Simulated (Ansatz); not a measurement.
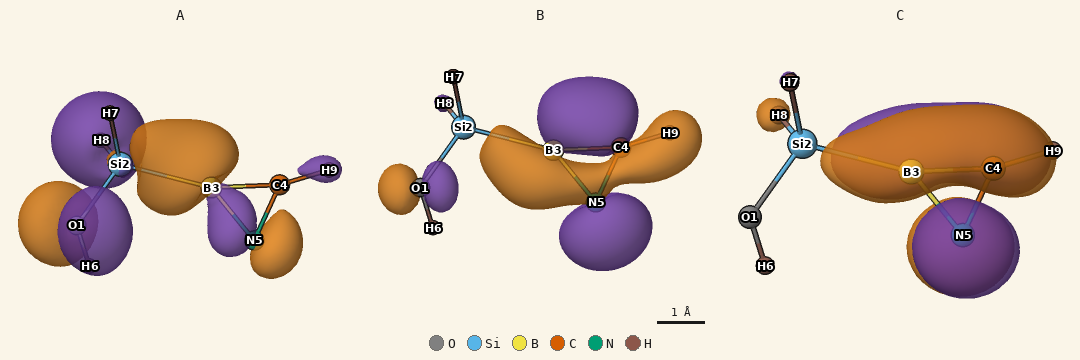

CH$_{4}$BNOSi. Three frontier orbitals at ±0.1 Å⁻³ᐟ² (orange and purple are the two phases), in no order.

These are results of RKS PBE0-D4/def2-SVP in Ansatz, not measurements.

Input file:

```
crystal:
  periodic: [false, false, false]
  atoms:
    - { symbol: O, position_ang: [-0.3317, 0.2422, -2.1422] }
    - { symbol: Si, position_ang: [0.0948, -0.7949, -0.909] }
    - { symbol: B, position_ang: [0.4359, 0.2101, 0.698] }
    - { symbol: C, position_ang: [1.03352, 0.51111, 1.97173] }
    - { symbol: "N", position_ang: [0.1436, 1.35383, 1.5544] }
    - { symbol: H, position_ang: [-1.2717, 0.6307, -1.8746] }
    - { symbol: H, position_ang: [1.3389, -1.5087, -1.3193] }
    - { symbol: H, position_ang: [-0.9408, -1.7419, -0.6579] }
    - { symbol: H, position_ang: [1.8, 0.13334, 2.7659] }
basis:
  gaussian: { orbitals: def2-SVP }
hamiltonian:
  xc: pbe0
  dispersion: d4
relax:
  f_tol: 0.015
  max_steps: 40
output:
  orbitals: {}
```

Command:

```sh
ansatz run input.yaml --threads 2 --pin off --max-ram 3072MiB --backend cpu --events-out ev --progress --plain --runs-dir out
```

The fields are those of the run's last geometry, not of the input's.

> Order the three orbitals by energy and name them.

A is the HOMO−1 (−8.43 eV). It lies mainly on O1 (about 35 %), Si2 (about 20 %), H8 (about 15 %), B3 (about 15 %) and N5 (about 5 %). B is the HOMO (−7.47 eV). Its weight (Hirshfeld) is mainly on N5 (about 40 %), C4 (about 25 %) and B3 (about 20 %). C is the LUMO (−1.05 eV). Its weight (Hirshfeld) is mainly on N5 (about 45 %), C4 (about 25 %) and B3 (about 20 %).

> What is the HOMO–LUMO gap?

6.42 eV between the orbital energies.
